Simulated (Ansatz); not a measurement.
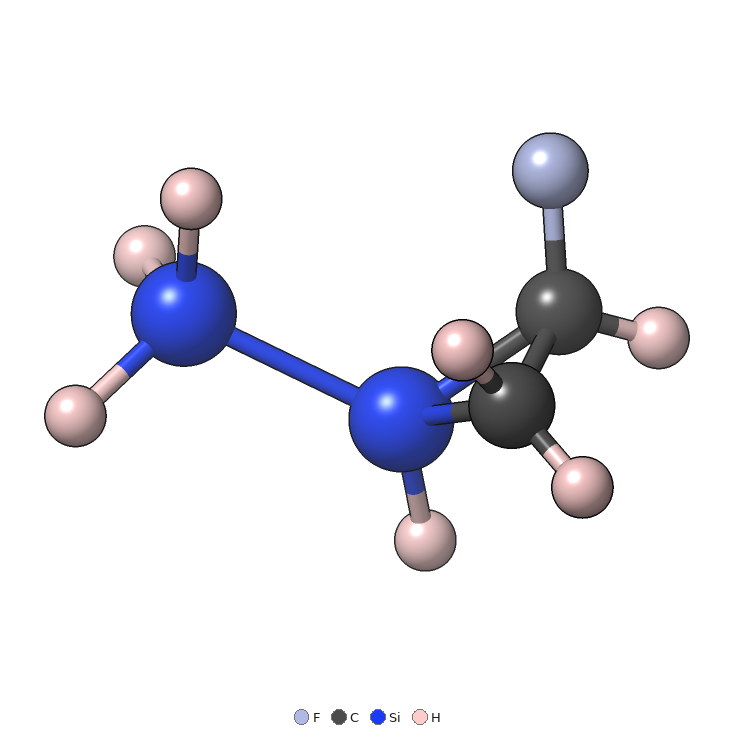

A ball-and-stick model of a molecule. Every bond is drawn as one stick, whatever its order.

The geometry was computed by an optimisation with PBE0-D4/def2-TZVP. No frequency run is at hand to confirm it as a minimum.

What does the picture show?

The molecule is C₂H₇FSi₂. As SMILES it reads `F[C@H]1C[Si@H]1[SiH3]`. Independent rings (smallest set): 1 of 3 members. Among its groups: C–F bond, Si–H bond. The point group is C1. Coordination, clear cases only: 1 Si tetrahedral.

More results for the same structure follow; atom numbers are the same in all pictures, views and colours differ.

Shape

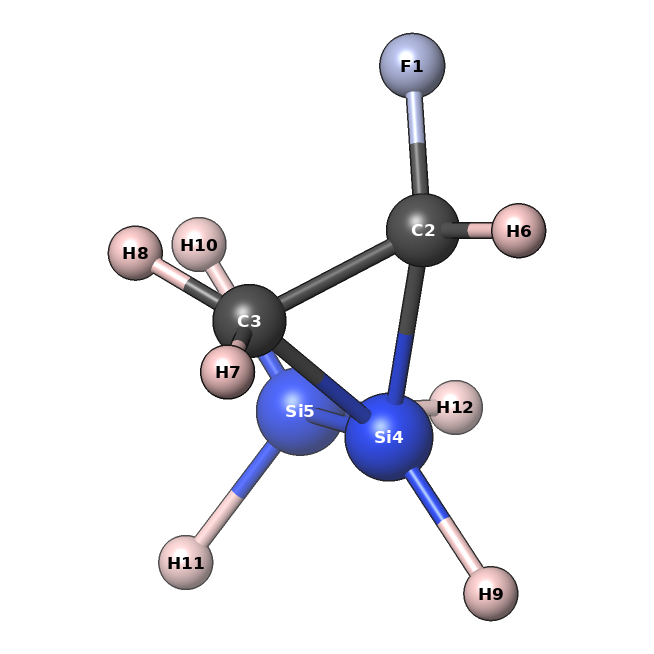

Si5 lies behind Si4. The molecule seen a little off the Si4–Si5 bond, Si4 in front. Depth is shown by fading: the farther an atom, the more it takes the colour of the background. No frequency run is at hand to confirm it as a minimum.

> What is the torsion angle C2–Si4–Si5–H10? The sign is positive where the front bond must turn clockwise to cover the back bond.

−28°, synperiplanar.

Dipole moment

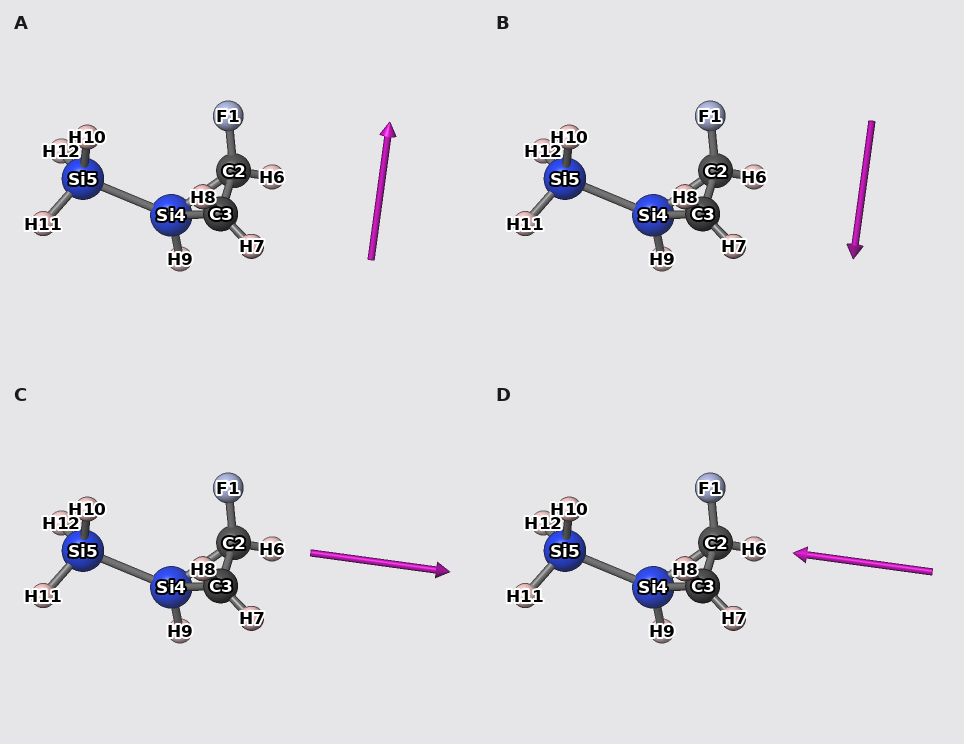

The same molecule four times, each with an arrow. No frequency run is at hand to confirm it as a minimum. Level of theory: RKS B3LYP-D4/def2-TZVPP (Ansatz 0.2.0).

> Which arrow points along the dipole moment, from the negative to the positive end?

B. The dipole moment is 1.63 D; it points from the side of F1 to the side of H9 (the outermost atoms at the two ends).

Levels of theory compared

No frequency run is at hand to confirm it as a minimum. Program: Ansatz 0.2.0.

Compare HOMO energy (eV), HOMO–LUMO gap (eV) at these levels: B3LYP-D4/def2-TZVPP; PBE-D4/def2-TZVPP; PBE0-D4/def2-TZVPP; r2SCAN-D4/def2-TZVPP; ωB97M-V/def2-TZVPP; ωB97X-V/def2-TZVPP.

```
               level  HOMO energy (eV)  HOMO–LUMO gap (eV)
 B3LYP-D4/def2-TZVPP             −6.76                6.15
   PBE-D4/def2-TZVPP             −5.79                4.57
  PBE0-D4/def2-TZVPP             −6.96                6.54
r2SCAN-D4/def2-TZVPP             −6.02                4.98
  ωB97M-V/def2-TZVPP             −9.11               10.44
  ωB97X-V/def2-TZVPP             −9.23               10.80
```

Charges

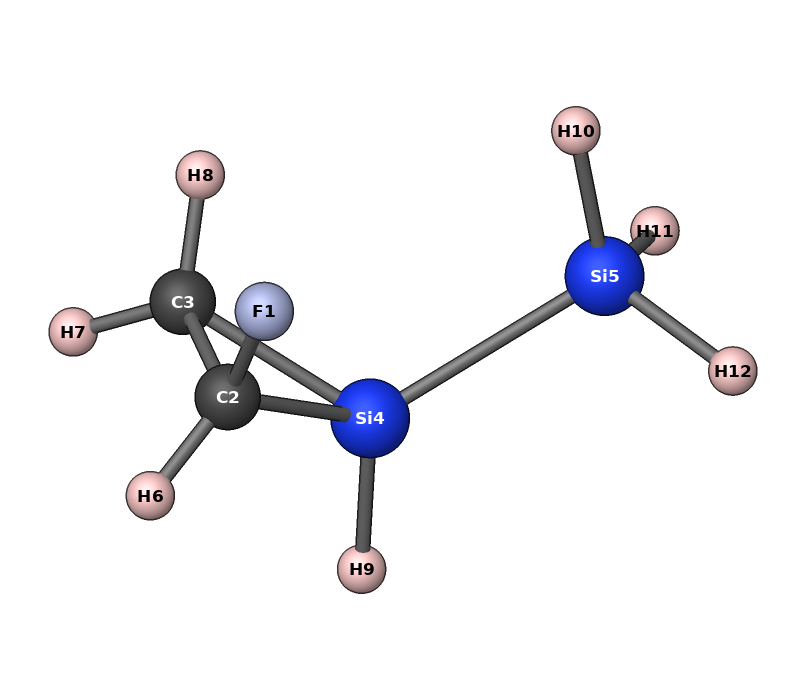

The questions are on Mulliken charges. No frequency run is at hand to confirm it as a minimum. Properties computed with RKS B3LYP-D4/def2-TZVPP (Ansatz 0.2.0).

List the Mulliken charges.

| atom | value (e) |
| --- | --- |
| F1 | −0.24 |
| C2 | 0.11 |
| C3 | −0.26 |
| Si4 | 0.15 |
| Si5 | 0.17 |
| H6 | 0.08 |
| H7 | 0.09 |
| H8 | 0.11 |
| H9 | −0.07 |
| H10 | −0.04 |
| H11 | −0.05 |
| H12 | −0.05 |

Mulliken values depend strongly on the basis set and can even reverse the polarity of a bond.
